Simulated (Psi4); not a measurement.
**BH3SO (SMILES OBS) at CCSD/cc-pVDZ (sweep point 1)**

What is the vertical ionisation energy of BH3SO at CCSD/cc-pVDZ (sweep point 1)? 

The calculation is run with Psi4 1.11.

## 1. The structure to begin with

BH3SO has 6 atoms, charge 0, and is taken as a singlet. As SMILES, `OBS`. The shape is that of a PBE0-D4/def2-TZVP optimisation. This is one conformer, not always the lowest.

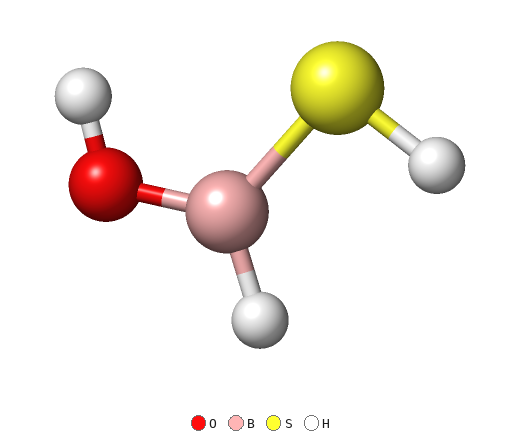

Viewed from a chosen angle; oxygen red, boron pink, sulfur yellow, hydrogen white.

## 2. A single-point energy at CCSD/cc-pVDZ (sweep point 1)

job.inp reads:

```
memory 1600 mb

molecule geom {
  0 1
  O     -2.08701353    -0.17083124    -1.89312763
  B      0.10317905     0.32068652    -0.67671093
  S      0.63664873    -0.74171750     2.53620143
  H     -3.31287887    -1.10945821    -0.93617032
  H      1.68998207     1.48078939    -1.77993304
  H      2.97008255     0.22034207     2.74974048
  units au
  symmetry c1
}

set basis cc-pVDZ
set puream true
set scf_type pk
set num_frozen_docc 7

E = energy("ccsd")
print_variables()
```

Run with:

```console
$ psi4 -n 1 job.inp job.out
```

job.out:

```text
[...]
  Running in c1 symmetry.
[...]
  Nuclear repulsion =   88.768868558049263
[...]
  Multiplicity = 1
[...]
  Nalpha       = 16
  Nbeta        = 16
[...]
    Number of basis functions: 61
[...]
   @RHF iter   1:  -498.82888054361223   -6.37834e-01   6.59354e-03 ADIIS/DIIS
[...]
   @RHF iter  12:  -498.91070154182216   -5.68434e-13   3.86775e-09 DIIS
[...]
    Orbital Energies [Eh]
    ---------------------
    Doubly Occupied:
       1A    -91.951858     2A    -20.587565     3A     -8.957696
       4A     -7.660275     5A     -6.639710     6A     -6.638259
       7A     -6.636744     8A     -1.382838     9A     -0.983903
      10A     -0.774415    11A     -0.642453    12A     -0.585090
      13A     -0.553791    14A     -0.532820    15A     -0.440484
      16A     -0.389412
[...]
  @RHF Final Energy:  -498.91070154182216
   => Energetics <=
    Nuclear Repulsion Energy =             88.7688685580492631
    One-Electron Energy =                -864.6445160908435810
    Two-Electron Energy =                 276.9649459909721827
    Total Energy =                       -498.9107015418221636
[...]
 Multipole Moments:
 ------------------------------------------------------------------------------------
     Multipole            Electronic (a.u.)      Nuclear  (a.u.)        Total (a.u.)
 ------------------------------------------------------------------------------------
 L = 1.  Multiply by 2.5417464519 to convert [e a0] to [Debye]
 Dipole X            :         -0.7973967            0.7897433           -0.0076534
 Dipole Y            :         -0.5601634            0.4809352           -0.0792282
 Dipole Z            :          0.4983799           -0.3111451            0.1872348
 Magnitude           :                                                    0.2034516
[...]
      * MP2 total energy                      = -499.318407291734729
[...]
      * CCSD total energy                     = -499.349402031995737
[...]
```

Run time: 8.7 s. Hardware: 1 thread of AMD EPYC 7B13 (Zen 3), shared host; peak memory 0.29 GiB.

## 3. The doublet cation, same level

job.in reads:

```
memory 1600 MB

molecule {
  1 2
  O     -2.08701353    -0.17083124    -1.89312763
  B      0.10317905     0.32068652    -0.67671093
  S      0.63664873    -0.74171750     2.53620143
  H     -3.31287887    -1.10945821    -0.93617032
  H      1.68998207     1.48078939    -1.77993304
  H      2.97008255     0.22034207     2.74974048
  units au
  symmetry c1
}

set globals {
  reference       uhf
  puream          true
  scf_type        pk
  num_frozen_docc 7
  maxiter         150
}

energy("ccsd/cc-pVDZ")
```

Run with:

```console
$ psi4 -i job.in -o job.out -n 1
```

job.out:

```text
[...]
  Running in c1 symmetry.
[...]
  Nuclear repulsion =   88.768868558049263
[...]
  Multiplicity = 2
[...]
  Nalpha       = 16
  Nbeta        = 15
[...]
    Number of basis functions: 61
[...]
   @UHF iter   1:  -498.45743155538725   -2.66385e-01   7.06714e-03 ADIIS/DIIS
[...]
   @UHF iter  16:  -498.56717761227856   -2.04636e-12   8.72858e-09 DIIS
[...]
   @S^2 Observed:                7.620375836E-01
[...]
    Orbital Energies [Eh]
    ---------------------
    Alpha Occupied:
       1A    -92.318754     2A    -20.815995     3A     -9.323694
       4A     -7.903252     5A     -7.019237     6A     -7.000773
       7A     -6.999082     8A     -1.605491     9A     -1.345639
      10A     -0.995664    11A     -0.916283    12A     -0.847195
      13A     -0.805050    14A     -0.798687    15A     -0.750056
      16A     -0.710593
    Alpha Virtual:
      17A     -0.102309    18A     -0.093927    19A      0.001487
      20A      0.016943    21A      0.084191    22A      0.153126
      23A      0.176744    24A      0.222210    25A      0.242565
[...]
  @UHF Final Energy:  -498.56717761227856
   => Energetics <=
    Nuclear Repulsion Energy =             88.7688685580492631
    One-Electron Energy =                -855.3879472364155845
    Two-Electron Energy =                 268.0519010660877939
    Total Energy =                       -498.5671776122785559
  UHF NO Occupations:
  HONO-2 :   14  A 1.9989881
  HONO-1 :   15  A 1.9957318
[...]
 Multipole Moments:
 ------------------------------------------------------------------------------------
     Multipole            Electronic (a.u.)      Nuclear  (a.u.)        Total (a.u.)
 ------------------------------------------------------------------------------------
 L = 1.  Multiply by 2.5417464519 to convert [e a0] to [Debye]
 Dipole X            :         -0.0759066            0.7897433            0.7138367
 Dipole Y            :         -0.6403997            0.4809352           -0.1594646
 Dipole Z            :          1.4965243           -0.3111451            1.1853792
 Magnitude           :                                                    1.3928804
[...]
      * MP2 total energy                      = -498.946793714928390
[...]
      * CCSD total energy                     = -498.981911676377479
[...]
```

Run time: 16 s. Hardware: 1 thread of AMD EPYC 7B13 (Zen 3), shared host; peak memory 0.31 GiB.

## 4. Summary of results

Level: CCSD/cc-pVDZ (sweep point 1), 7 core orbitals frozen.

```
                                                                  quantity          value
                                               singlet BH3SO: total energy  -499.34940 Eh
                        singlet BH3SO: HOMO energy (Hartree–Fock orbitals)      -10.60 eV
                        singlet BH3SO: LUMO energy (Hartree–Fock orbitals)        3.94 eV
                      singlet BH3SO: HOMO–LUMO gap (Hartree–Fock orbitals)       14.54 eV
                singlet BH3SO: correlation energy (7 core orbitals frozen)     -438.7 mEh
                                              singlet BH3SO: T1 diagnostic          0.014
                                              doublet cation: total energy  -498.98191 Eh
doublet cation: HOMO energy (Hartree–Fock orbitals) (highest over α and β)      -19.12 eV
 doublet cation: LUMO energy (Hartree–Fock orbitals) (lowest over α and β)       -8.25 eV
               doublet cation: correlation energy (7 core orbitals frozen)     -414.7 mEh
                         doublet cation: ⟨S²⟩ of the reference determinant          0.762
                                             doublet cation: T1 diagnostic          0.033
                        vertical ionisation energy (to the doublet cation)      10.000 eV
```

**Reading.** Removing an electron at fixed nuclei costs 10.00 eV (965 kJ/mol).
